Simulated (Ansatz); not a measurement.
# AlFH2O: molecular dynamics, part 2 of 2

The plan is to let a guess near a reaction's saddle point go and see which way it falls. Runs: 150 steps of 0.5 fs at constant energy, with velocities drawn for 1000 K; 150 steps of 0.5 fs at constant energy, with velocities drawn for 300 K. Reaction type: 1,2-elimination.

Ansatz 0.2.0; UKS PBE/def2-SVP. Earlier steps stand in the parts before.

### 6 Run 2

150 steps of 0.5 fs at constant energy, with velocities drawn for 300 K.

Contents of input.yaml:

```yaml
crystal:
  periodic: [false, false, false]
  atoms:
    - { symbol: Al, position_ang: [-0.3846, 0.1466, -0.5374] }
    - { symbol: F, position_ang: [0.4792, 0.3942, 1.3724] }
    - { symbol: O, position_ang: [0.5324, -1.1749, -0.4428] }
    - { symbol: H, position_ang: [0.7128, -0.5532, 0.6574] }
    - { symbol: H, position_ang: [-1.3399, 1.1873, -1.0496] }
magnetization:
  spin_polarized: true
basis:
  gaussian: { orbitals: def2-SVP }
hamiltonian:
  xc: pbe
md:
  timestep: 0.5
  n_steps: 150
  ensemble: nve
  temperature: 300.0
  initial_velocities: maxwell_boltzmann
  seed: 721394
```

Launch:

```bash
> ansatz run input.yaml --threads 1 --pin off --max-ram 2048MiB --backend cpu --events-out ev --progress --plain --runs-dir out
```

What it wrote, shortened:

```text
Warning: RAYON_NUM_THREADS=1 ignored (pool sized by the plan → 1); use --threads N
[...]
Functional definition: PBE
[...]
600 factors; their error is unknown
[...]
mean field -11379.39214953 eV, -418.1849482661 hartree, gradient 5.1e-5 eV, S^2 0.000000; 0 other end points of the search recorded, 0 dependent functions left out
[...]
reference -11379.39218316 eV, -418.1849495022 hartree; 16, 16 occupied and 40, 40 virtual orbitals, 600 factors
md step     0: t =     0.00 fs  T =   300.0 K  F+E_penalty+E_count = -11379.39214953 eV  E_kin = 0.116334 eV  conserved = -11379.27581553 eV  (27 SCF iters)
[...]
md step    19: t =     9.50 fs  T =  1826.8 K  F+E_penalty+E_count = -11379.98773144 eV  E_kin = 0.708415 eV  conserved = -11379.27931645 eV  (27 SCF iters)
[...]
md step    38: t =    19.00 fs  T =  3512.7 K  F+E_penalty+E_count = -11380.64203226 eV  E_kin = 1.362151 eV  conserved = -11379.27988078 eV  (27 SCF iters)
[...]
md step    57: t =    28.50 fs  T =  3599.7 K  F+E_penalty+E_count = -11380.67108962 eV  E_kin = 1.395890 eV  conserved = -11379.27519953 eV  (27 SCF iters)
[...]
md step    74: t =    37.00 fs  T =  6797.4 K  F+E_penalty+E_count = -11381.91927085 eV  E_kin = 2.635889 eV  conserved = -11379.28338194 eV  (27 SCF iters)
md step    75: t =    37.50 fs  T =  6577.9 K  F+E_penalty+E_count = -11381.82954144 eV  E_kin = 2.550781 eV  conserved = -11379.27876056 eV  (28 SCF iters)
```

### 7 The output, continued: dynamics from the start

The log, continued, shortened:

```text
md step    76: t =    38.00 fs  T =  6361.2 K  F+E_penalty+E_count = -11381.74064861 eV  E_kin = 2.466747 eV  conserved = -11379.27390145 eV  (28 SCF iters)
[...]
md step    94: t =    47.00 fs  T =  3944.6 K  F+E_penalty+E_count = -11380.80223980 eV  E_kin = 1.529641 eV  conserved = -11379.27259863 eV  (29 SCF iters)
[...]
md step   112: t =    56.00 fs  T =  2269.4 K  F+E_penalty+E_count = -11380.15182271 eV  E_kin = 0.880014 eV  conserved = -11379.27180881 eV  (29 SCF iters)
[...]
md step   130: t =    65.00 fs  T =  2448.9 K  F+E_penalty+E_count = -11380.22199410 eV  E_kin = 0.949625 eV  conserved = -11379.27236957 eV  (30 SCF iters)
[...]
md step   148: t =    74.00 fs  T =  2875.9 K  F+E_penalty+E_count = -11380.38948936 eV  E_kin = 1.115232 eV  conserved = -11379.27425710 eV  (29 SCF iters)
[...]
md step   149: t =    74.50 fs  T =  2688.3 K  F+E_penalty+E_count = -11380.31468726 eV  E_kin = 1.042453 eV  conserved = -11379.27223412 eV  (29 SCF iters)
[...]
md step   150: t =    75.00 fs  T =  2733.1 K  F+E_penalty+E_count = -11380.33532238 eV  E_kin = 1.059837 eV  conserved = -11379.27548526 eV  (28 SCF iters)
Total energy: -11380.33535811 eV, -418.2196105421 hartree
Atom 0 at     0.030109    -0.013494     0.030098 Å, force    -1.557881    -3.161501    -6.793019 eV/Å
Atom 1 at     0.013050     1.005746     1.241717 Å, force     0.643989     1.477401     3.042640 eV/Å
Atom 2 at     0.360912    -1.483318    -1.136729 Å, force    -2.183094     5.956340     1.331944 eV/Å
Atom 3 at     0.781619    -2.233518    -0.884616 Å, force     2.573175    -4.441273     1.359955 eV/Å
Atom 4 at    -1.001725     0.521934    -1.220908 Å, force     0.523811     0.169034     1.058479 eV/Å
Dipole moment:     0.390409    -0.387020     0.394529 e Å
```

Run time: 3.9 min. Hardware: 1 thread of Arm Neoverse V2, shared host; peak memory 0.1 GiB.

### 8 Frames and traces

The trajectory, every 6 steps (energies from step 0):

| time (fs) | T (K) | potential energy change (meV/atom) | total energy change (meV/atom) | H4–F2 (Å) | Al1–F2 (Å) | H4–O3 (Å) |
| --- | --- | --- | --- | --- | --- | --- |
| 0.0 | 300 | 0.0 | 0.00 | 1.21 | 2.11 | 1.28 |
| 3.0 | 518 | -17.0 | -0.10 | 1.21 | 2.12 | 1.28 |
| 6.0 | 1044 | -57.7 | 0.00 | 1.34 | 2.11 | 1.19 |
| 9.0 | 1900 | -125.0 | -0.90 | 1.60 | 2.10 | 0.98 |
| 12.0 | 2216 | -149.6 | -0.97 | 1.81 | 2.06 | 0.95 |
| 15.0 | 1949 | -127.7 | 0.26 | 1.94 | 1.99 | 1.10 |
| 18.0 | 3473 | -247.3 | -1.23 | 2.09 | 1.90 | 0.98 |
| 21.0 | 4204 | -303.8 | -1.01 | 2.20 | 1.78 | 0.91 |
| 24.0 | 4351 | -314.2 | -0.01 | 2.29 | 1.65 | 1.09 |
| 27.0 | 4605 | -335.3 | -1.35 | 2.35 | 1.53 | 0.98 |
| 30.0 | 3524 | -250.6 | -0.59 | 2.42 | 1.47 | 0.91 |
| 33.0 | 4108 | -295.1 | 0.22 | 2.56 | 1.49 | 1.09 |
| 36.0 | 6644 | -493.4 | -1.41 | 2.71 | 1.59 | 1.00 |
| 39.0 | 6437 | -476.6 | -0.62 | 2.93 | 1.72 | 0.90 |
| 42.0 | 5124 | -374.0 | 0.14 | 3.22 | 1.84 | 1.09 |
| 45.0 | 4943 | -361.2 | -1.03 | 3.45 | 1.95 | 1.00 |
| 48.0 | 3914 | -280.8 | -0.49 | 3.68 | 2.02 | 0.90 |
| 51.0 | 2919 | -202.9 | 0.21 | 4.02 | 2.06 | 1.08 |
| 54.0 | 3307 | -234.4 | -1.22 | 4.17 | 2.06 | 0.99 |
| 57.0 | 2356 | -159.9 | -0.50 | 4.27 | 2.04 | 0.90 |
| 60.0 | 1856 | -120.4 | 0.23 | 4.49 | 2.00 | 1.09 |
| 63.0 | 2859 | -199.6 | -1.11 | 4.45 | 1.93 | 0.99 |
| 66.0 | 2799 | -194.4 | -0.54 | 4.34 | 1.85 | 0.90 |
| 69.0 | 2905 | -201.9 | 0.08 | 4.38 | 1.76 | 1.09 |
| 72.0 | 3691 | -264.0 | -1.01 | 4.19 | 1.66 | 1.02 |
| 75.0 | 2733 | -188.6 | 0.07 | 3.95 | 1.58 | 0.90 |

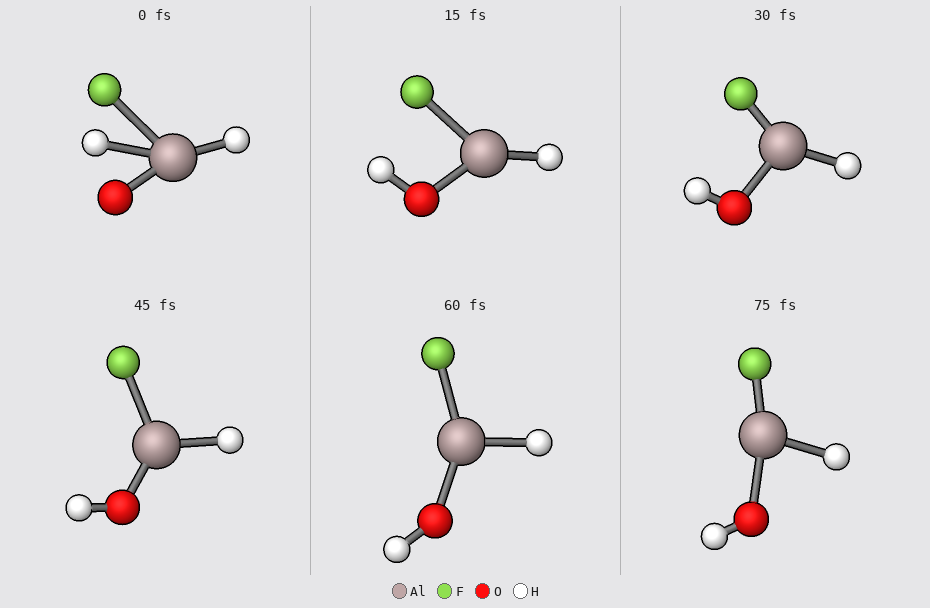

Six frames of the run, seen from a chosen angle. Sticks join atoms within a bonding distance in each frame.

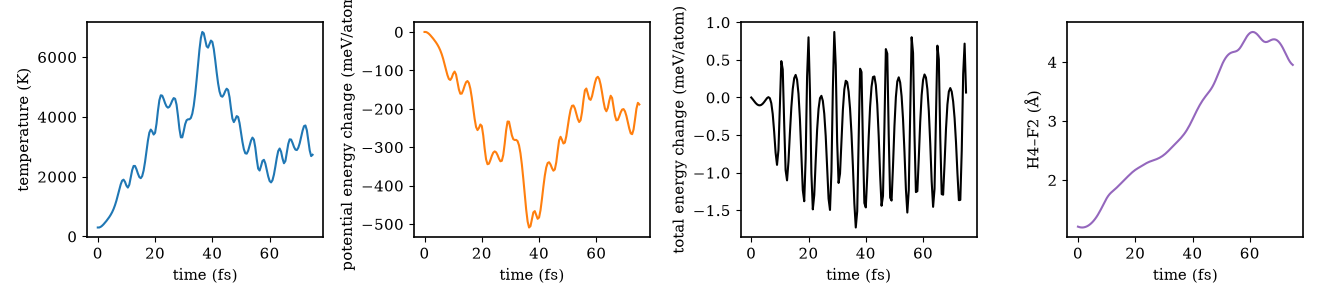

Traces against time; each panel has its own scale.

Bonds that form or break, judged by distance (formed within 1.15 times the sum of covalent radii and held on average over 12 fs, broken when stretched by half; pairs already stretched at the start don't count as bonds):

| time (fs) | bond | event |
| --- | --- | --- |
| 8.0 | O3–H4 | forms |
| 15.5 | Al1–F2 | forms |

### 9 Positions and forces

Extended XYZ, with forces in eV/Å:

```xyz
5
time_fs=9.5 T=1827 dE=-0.5956
Al   -0.399    0.192   -0.533    0.834    0.804    3.095
F     0.478    0.382    1.356   -1.708    0.912   -2.137
O     0.565   -1.206   -0.405   -0.892   -1.617   -3.802
H     0.833   -0.955    0.467    1.046    0.425    2.516
H    -1.568    1.100   -1.261    0.720   -0.524    0.328
5
time_fs=19.0 T=3513 dE=-1.2499
Al   -0.376    0.248   -0.433    3.241   -2.571    3.621
F     0.406    0.408    1.251   -1.778    1.462   -1.740
O     0.592   -1.285   -0.435   -3.419    1.023   -5.343
H     1.069   -1.398    0.331    1.938   -0.101    3.465
H    -1.497    0.817   -1.367    0.018    0.186   -0.004
5
time_fs=28.0 T=4033 dE=-1.4526
Al   -0.277    0.231   -0.259   -1.706   -4.158   -7.588
F     0.279    0.495    1.112    2.390    2.788    7.713
O     0.564   -1.344   -0.552   -3.077    1.847   -3.368
H     1.107   -1.507    0.165    2.207   -0.770    2.822
H    -1.339    0.673   -1.372    0.187    0.293    0.422
5
time_fs=37.5 T=6578 dE=-2.4374
Al   -0.197    0.094   -0.246   -1.181    0.987   -1.006
F     0.215    0.703    1.231    0.167    0.388    0.762
O     0.497   -1.363   -0.706   -2.639    0.676   -3.293
H     1.092   -1.618   -0.084    3.404   -1.912    3.175
H    -1.205    0.830   -1.267    0.249   -0.139    0.361
5
time_fs=47.0 T=3945 dE=-1.4101
Al   -0.158   -0.021   -0.286    0.048    3.740    4.011
F     0.181    0.938    1.437   -0.457   -2.354   -3.386
O     0.464   -1.435   -0.868   -3.709    2.533   -2.774
H     1.076   -1.945   -0.496    4.420   -3.886    2.574
H    -1.064    0.942   -1.095   -0.303   -0.032   -0.425
5
time_fs=56.0 T=2269 dE=-0.7597
Al   -0.122   -0.028   -0.217    0.696    0.923    1.315
F     0.130    1.069    1.499   -0.229   -2.749   -3.375
O     0.469   -1.562   -1.027   -4.856    7.613    0.511
H     0.992   -2.260   -0.921    3.881   -4.964    1.140
H    -1.064    0.977   -1.149    0.508   -0.824    0.409
5
time_fs=65.5 T=2523 dE=-0.8594
Al   -0.057   -0.007   -0.090    1.095   -1.048    0.391
F     0.067    1.087    1.417    0.179   -2.506   -2.458
O     0.434   -1.593   -1.136   -3.846    8.290    1.712
H     0.861   -2.363   -1.087    3.141   -5.239    0.851
H    -0.936    0.672   -1.129   -0.569    0.503   -0.496
5
time_fs=75.0 T=2733 dE=-0.9432
Al    0.030   -0.013    0.030   -1.558   -3.162   -6.793
F     0.013    1.006    1.242    0.644    1.477    3.043
O     0.361   -1.483   -1.137   -2.183    5.956    1.332
H     0.782   -2.233   -0.885    2.573   -4.441    1.360
H    -1.002    0.522   -1.221    0.524    0.169    1.058
```

On run 2: At the last frame the bonds meant to break are whole and the new ones absent: it fell back to the reactants' side (AlFH2O). The temperature starts at 300 K and averages 3567 K in the second half, where it ranges from 1808 to 6578 K; the start was no minimum (force components up to 1.7 eV/Å), and the potential energy that it sheds (254 meV/atom) turns into motion, which in so few atoms is no thermal temperature. The total energy strays from its start by at most 1.73 meV/atom, 0.7 % of the mean kinetic energy, which is good for a step of 0.5 fs. Bonds change: the first event comes at 8.0 fs (O3–H4 forms). By that distance rule the pieces at the end are AlFH2O; a long dative bond can count as broken.

### 10 Outcome

The summary covers parts 1 to 2.

| quantity | value |
| --- | --- |
| run 1: length | 150 steps of 0.5 fs |
| run 1: temperature, first and last step | 1000 and 4347 K |
| run 1: temperature, second half | mean 3704 K, from 1140 to 6987 K |
| run 1: potential energy, second half | -210 meV/atom from this run's first step |
| run 1: largest change of the total energy | 1.24 meV/atom |
| run 1: bonds formed or broken | 2 |
| run 2: length | 150 steps of 0.5 fs |
| run 2: temperature, first and last step | 300 and 2733 K |
| run 2: temperature, second half | mean 3567 K, from 1808 to 6578 K |
| run 2: potential energy, second half | -254 meV/atom from this run's first step |
| run 2: largest change of the total energy | 1.73 meV/atom |
| run 2: bonds formed or broken | 2 |

What this shows: Mean temperatures of the second halves: 3704 K, 3567 K. Bonds changed in run 1, run 2. Run 1: at the last frame the bonds meant to break are whole and the new ones absent: it fell back to the reactants' side (AlFH2O). Run 2: at the last frame the bonds meant to break are whole and the new ones absent: it fell back to the reactants' side (AlFH2O). Averages from a run of 75 fs with 5 atoms are rough. The nuclei move classically, without zero-point motion, which matters most for hydrogen.
